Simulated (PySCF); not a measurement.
Be₂

```xyz
2

Be    0.0000    0.0000   -1.2620
Be    0.0000    0.0000    1.2620
```

All numbers below come from PySCF, PBE0/def2-TZVP, non-relativistic Hamiltonian with scalar-relativistic core potentials where named, at a bond length of 2.524 Å.

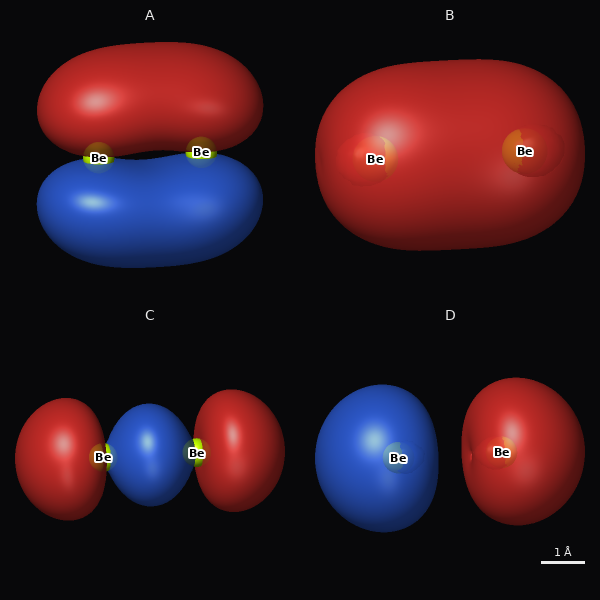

Figure 1. Four frontier orbitals, each drawn at the value that holds 80 % of its norm (red and blue are the two phases), in no order; of a degenerate pair one member is drawn.

Name the orbitals and rank them from lowest to highest energy.

Answer. Orbital B: σg, occupied, −8.20 eV; with no node between the nuclei.
Orbital D: σu, occupied, −5.28 eV; antibonding, with a node between the atoms.
Orbital C: σg, empty, −2.12 eV; with no node between the nuclei.
Orbital A: πu, empty, −2.03 eV; with no node between the nuclei, bonding.

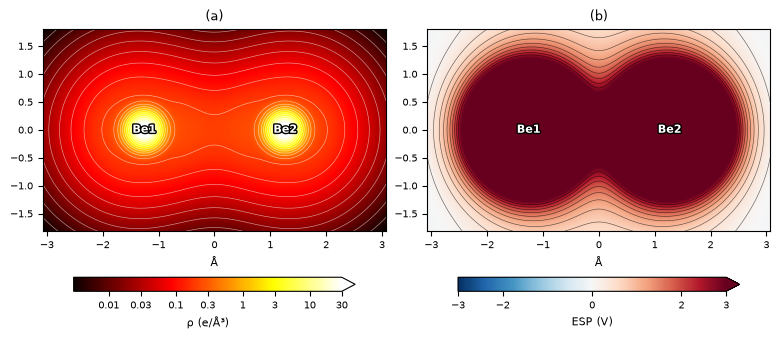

Figure 2. (a) total electron density; (b) molecular electrostatic potential on a plane that holds the molecular axis.

What do the fields say about this system?

Answer.
- Atoms in the plane: Be.
- Be–Be (2.52 Å): ρ is about 0.21 e/Å³ halfway.
- The potential has no marked negative region in this plane.
